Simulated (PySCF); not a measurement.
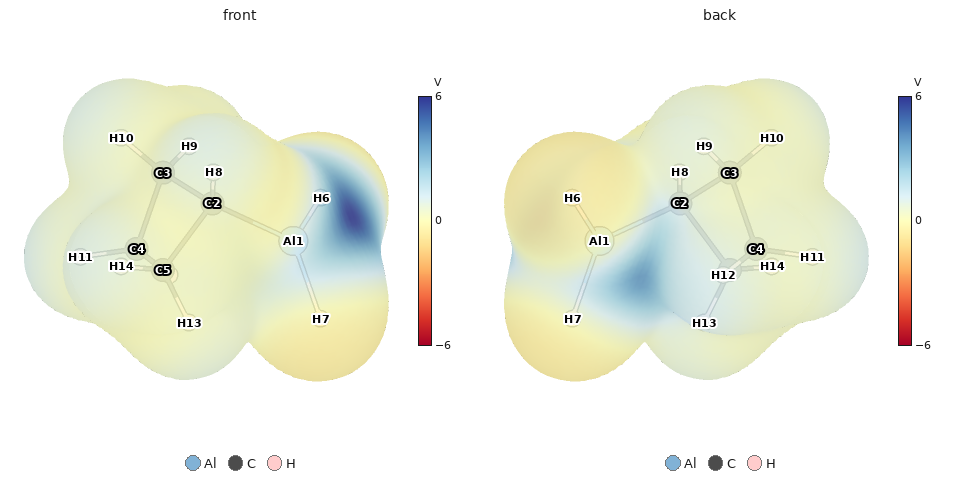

C4H9Al. The molecular electrostatic potential painted on the density surface at 0.004 e/bohr³, seen from the front and from behind; the colour scale runs from red (negative) to blue (positive).

Geometry: GFN2-xTB.

All numbers below come from PBE0/def2-SVPD, SCF density, gas phase in PySCF 2.14.0.

```xyz
14

Al    1.7894   -0.6061    0.3458
C     0.1778    0.4415    0.9069
C    -0.1684    1.1658   -0.4190
C    -0.8422   -0.1247   -0.8787
C    -0.9506   -0.5692    0.5777
H     2.8458    0.0306   -0.5965
H     1.8735   -2.1273    0.6422
H     0.0042    1.0377    1.8074
H     0.6729    1.5131   -1.0324
H    -0.8746    1.9856   -0.2927
H    -1.7551   -0.0506   -1.4666
H    -0.1200   -0.7587   -1.4149
H    -0.7444   -1.6294    0.7727
H    -1.9088   -0.3089    1.0259
```

### Describe the electrostatic potential map.

The most negative region (about −0.5 V) lies over H6 and H7, the most positive (about +5.4 V) over Al1.

### How polar is the molecule by this calculation?

Its dipole moment is 0.98 D.
